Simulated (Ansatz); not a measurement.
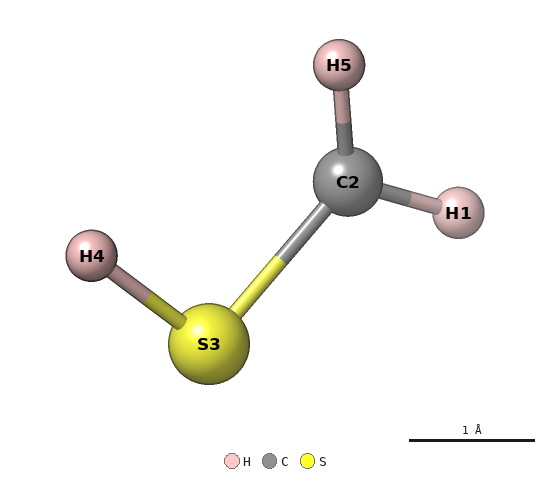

The picture comes from a calculation with Ansatz.

Orthographic view. Atoms fade into the background with distance from the viewer. Charge 0, doublet. Geometry: a fixed input geometry, not necessarily a minimum.

Write a Z-matrix (Å, degrees) in the order of the atom numbers, with these reference atoms: 2 to 1; 3 to 2, 1; 4 to 3, 2, 1; 5 to 2, 1, 3.

```
H  
C    1   1.079
S    2   1.736   1   116.2
H    3   1.349   2    98.0   1  -178.1
H    2   1.079   1   121.1   3   166.1
```
